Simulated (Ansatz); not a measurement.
# Hypothetical fluorite TeO2, thickness series

Consider TeO$_{2}$ in the fluorite structure (space group Fm-3m, No. 225; a = 5.323 Å; a hypothetical phase, not in the database extracts checked). Axes: x, y, z lie along the cube axes.

Free-standing slabs (3 atom(s) a layer) normal to [111] with 15 Å of vacuum; in-plane cell held at bulk.

Computed with PBEsol (Ansatz, a program for electronic structure), no spin-orbit coupling, earlier PAW set.

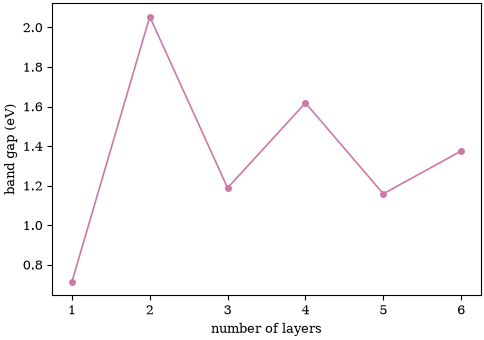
*Band gap against number of layers*

**Question.** From the plot, what is the band gap for 3 layers?

**Answer.** About 1.2 eV.

**Question.** Is the trend monotonic over the range shown?

**Answer.** No, it turns within the range, spanning 0.71 eV to 2.05 eV.

With Te present, leaving out spin-orbit coupling can change the band edges. No phonon test of stability was made.
